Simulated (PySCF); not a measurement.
C6H10OSi

| atom | x (Å) | y (Å) | z (Å) |
| --- | --- | --- | --- |
| C | 2.4946 | 0.3484 | 0.4651 |
| O | 1.6365 | -0.6491 | -0.0093 |
| Si | 0.0158 | -0.5500 | -0.1958 |
| C | -0.4468 | -2.2544 | -0.8689 |
| C | -0.6261 | 0.9543 | -1.1614 |
| C | -1.4261 | 1.6818 | -0.3753 |
| C | -1.6123 | 1.1937 | 0.9877 |
| C | -0.9638 | 0.0696 | 1.3086 |
| H | 3.5075 | -0.0557 | 0.4599 |
| H | 2.2259 | 0.6419 | 1.4824 |
| H | 2.4527 | 1.2334 | -0.1736 |
| H | -1.5154 | -2.3178 | -1.0364 |
| H | 0.0566 | -2.4500 | -1.8087 |
| H | -0.1654 | -3.0351 | -0.1718 |
| H | -0.4304 | 1.2302 | -2.1846 |
| H | -1.9247 | 2.5902 | -0.6847 |
| H | -2.2459 | 1.7477 | 1.6667 |
| H | -1.0416 | -0.3727 | 2.2884 |

Geometry: GFN2-xTB.

These are results of CAM-B3LYP/def2-SVPD, SCF density, gas phase (PySCF), not measurements.

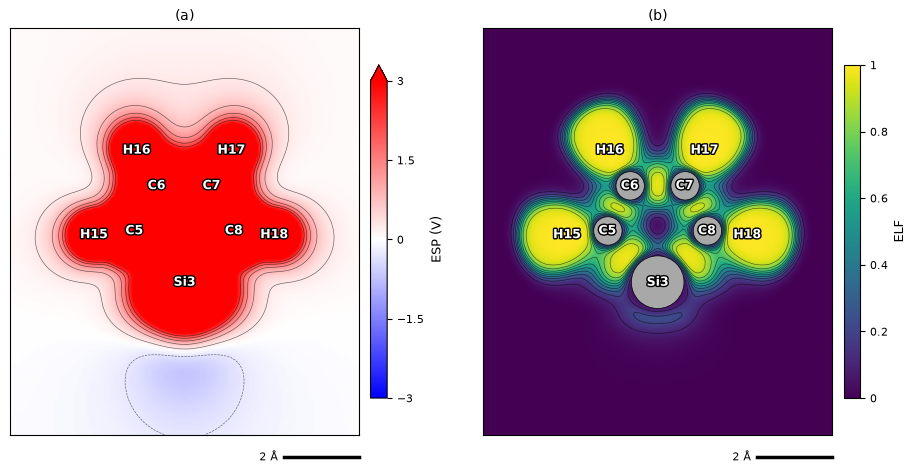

Figure 1. (a) molecular electrostatic potential; (b) ELF on the plane of atoms C6, C7 and C8. Grey discs cover the atomic cores in the ELF map.

Q: Interpret the plot.

A: The plane passes through Si, C and H nuclei. C–C (1.34 Å): the ELF peaks at about 0.95 between the atoms (a multiple bond). C–Si (1.90 Å): the ELF peaks at about 0.95 between the atoms (a covalent bond). C–H (1.08 Å): the ELF climbs to about 1 towards the hydrogen, as it does in any bond to H: a covalent bond by its length. C–C (1.46 Å): the ELF peaks at about 0.95 between the atoms: localised, covalent bonding. Outside the dense part of the molecule the potential is most negative (−0.7 V) near C4, which lies off the plane.

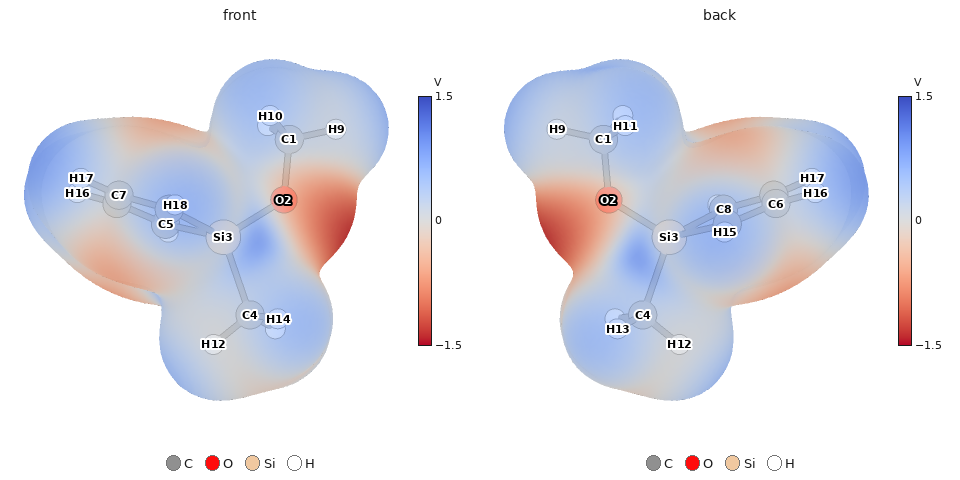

Figure 2. The electrostatic potential painted on the density surface at 0.002 e/bohr³, seen from the front and from behind; red is negative and blue positive.

Q: Describe the electrostatic potential map.

A: The most negative region (about −1.3 V) lies over O2, the most positive (about +0.8 V) over Si3, H16 and H17. O2 is the likeliest acceptor of a hydrogen bond.

Q: What dipole moment does the calculation give?

A: Its dipole moment is 0.86 D.
